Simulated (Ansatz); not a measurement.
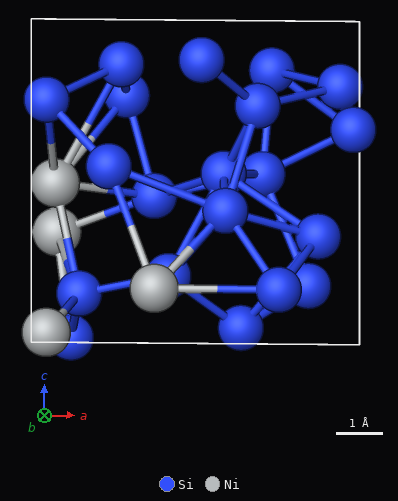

Starting frame of a dynamics run of an amorphous cell of composition Si$_{5}$Ni (24 atoms in the cell). Style: ball-and-stick. Shown: the simulation cell, along the b axis. Bonds to atoms that aren't drawn are left out.

Theory: Ansatz 0.2.0, DFT PBE, scalar-relativistic, plane waves, PAW.

Input
```yaml
crystal:
  lattice:
    - [7.161451, -0.050558, -0.027295]
    - [-0.050558, 7.136565, -0.221388]
    - [-0.027295, -0.221388, 7.06437]
  atoms:
    - { symbol: Si, position: [0.9409719022, 0.6310021005, 0.7976910132] }
    - { symbol: Si, position: [0.4174368369, 0.4028816971, 0.2076372488] }
    - { symbol: Si, position: [0.7046831213, 0.8773051293, 0.5255732429] }
    - { symbol: Si, position: [0.374550985, 0.8249519123, 0.4552691565] }
    - { symbol: Si, position: [0.6385719251, 0.5579563175, 0.0489769524] }
    - { symbol: Si, position: [0.5190650827, 0.1581760637, 0.8768661431] }
    - { symbol: Si, position: [0.7538735345, 0.0627239606, 0.1680861199] }
    - { symbol: Si, position: [0.2913735071, 0.8837799091, 0.7658102321] }
    - { symbol: Si, position: [0.7333200879, 0.9360286352, 0.846639214] }
    - { symbol: Si, position: [0.5914071106, 0.2192178128, 0.4108121576] }
    - { symbol: Si, position: [0.0463253994, 0.3395690965, 0.750522851] }
    - { symbol: Si, position: [0.8739322596, 0.3616852816, 0.3339221976] }
    - { symbol: Si, position: [0.2742347795, 0.5633086041, 0.861881253] }
    - { symbol: Si, position: [0.6897864621, 0.3859014457, 0.7363171573] }
    - { symbol: Si, position: [0.1203866994, 0.8173693512, 0.0149598048] }
    - { symbol: Si, position: [0.2359111811, 0.1798684701, 0.5460471607] }
    - { symbol: Si, position: [0.9811574509, 0.9955738464, 0.6646809348] }
    - { symbol: Si, position: [0.5860130444, 0.578687287, 0.5257965049] }
    - { symbol: Si, position: [0.84398734, 0.7632458446, 0.1806726266] }
    - { symbol: Si, position: [0.1457628202, 0.5357587092, 0.1517963053] }
    - { symbol: Ni, position: [0.0732071001, 0.6238770601, 0.4929004193] }
    - { symbol: Ni, position: [0.374394676, 0.0566415649, 0.1692876348] }
    - { symbol: Ni, position: [0.0779119729, 0.9528360985, 0.3417484642] }
    - { symbol: Ni, position: [0.0452141131, 0.144775067, 0.0304101035] }
  symmetry: { detect: false }
basis:
  ecutwfc: 320
  xc_grid: 1
kpoints:
  mp_grid: { grid: [1, 1, 1], shift: [0.25, 0.25, 0.25] }
hamiltonian:
  xc: pbe
scf:
  occupations: { method: fermi_dirac, width: 0.212 }
  lower_state_search: "off"
  convergence: { dr2_threshold: 1.0e-05 }
output:
  forces: true
  stress: true
md:
  timestep: 3.0
  n_steps: 24
  ensemble: nvt_langevin
  friction: 0.03
  temperature: 2460.0
  initial_velocities: maxwell_boltzmann
  seed: 40254
```

Run as
```bash
ansatz run input.yaml --threads 2 --pin off --max-ram 5120MiB --backend cpu --events-out ev --progress --plain --runs-dir out
```

Q: What does the trajectory do?

A: The mean temperature in the second half is 2622 K (standard deviation 254 K). The potential energy is still drifting at the end, so the run hasn't reached equilibrium. The potential energy in the second half lies on average 25.9 meV per atom below the first frame. The mean pressure there is 12.8 GPa. In the second half of the run the atoms are, in the root-mean-square, this far from where they began (common drift taken out): Si 0.55 Å, Ni 0.32 Å. The run lasts only 72 fs, too short to tell vibration from diffusion. Bond changes: 3 Si–Si bonds form between 42 fs and 72 fs; 4 Si–Si bonds break between 45 fs and 54 fs.

Along the run:

```csv
time (fs),potential energy (meV/atom),T (K),p (GPa)
0.0,0.0,2358,10.5
6.0,-11.1,2116,10.1
12.0,-20.6,2270,10.3
18.0,-17.4,2298,10.7
24.0,-1.0,2222,11.5
30.0,15.5,2548,12.7
36.0,11.4,2843,13.4
42.0,-6.1,2963,13.9
48.0,-26.3,2686,13.3
54.0,-21.2,2438,13.1
60.0,-24.4,2178,12.5
66.0,-42.8,2617,12.0
72.0,-77.2,2924,11.4
```

The paths of the atoms:

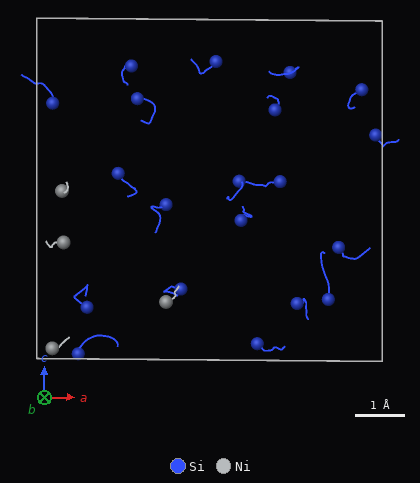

Limits of the set-up: the cutoff lies below the recommended one; the periodic images lie only 7.1 Å apart, so the values are limited by the cell's size; an element that often carries a moment was run without spin polarisation.

The run took 100 s on 2 threads of Intel(R) Xeon(R) Processor @ 2.50GHz (Skylake/Cascade Lake), on a shared host, peak memory 0.48 GiB.
